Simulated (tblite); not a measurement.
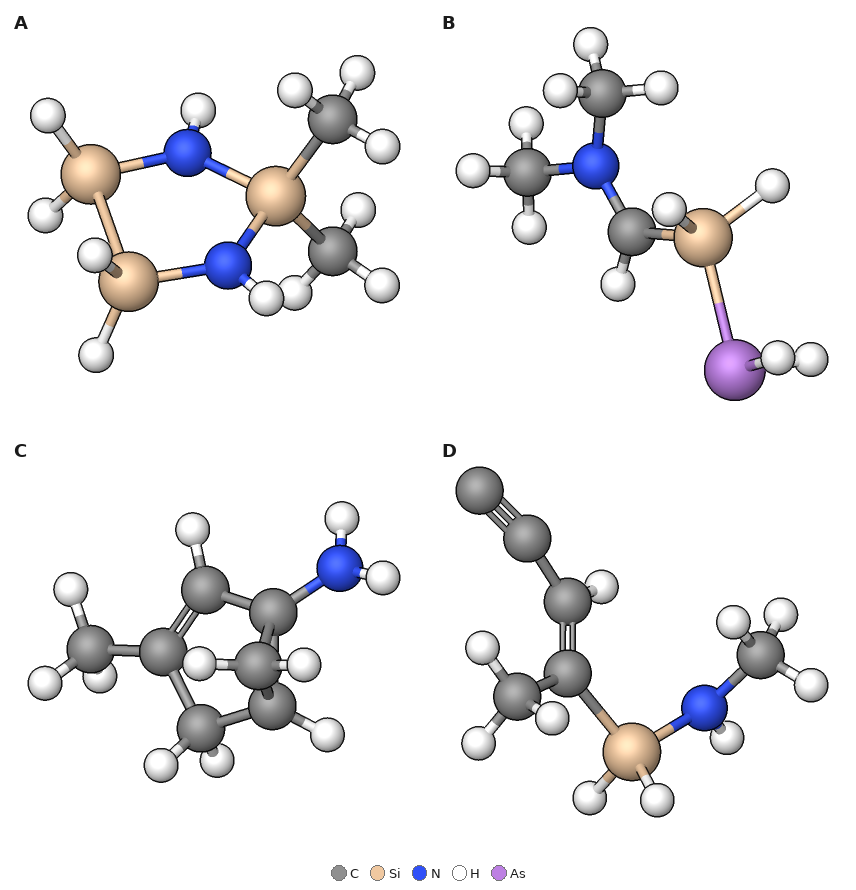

Source: calculation with tblite.

### Which panel belongs to which SMILES?
(1) [C]#C/C=C(\C)[SiH2]NC
(2) C[Si]1(C)N[SiH2][SiH2][NH+]1
(3) CC1=C[C@@]2([NH2+])C[C@H]2C1
(4) CN(C)[CH][SiH2][AsH2]

A is (2), B is (4), C is (3), D is (1).
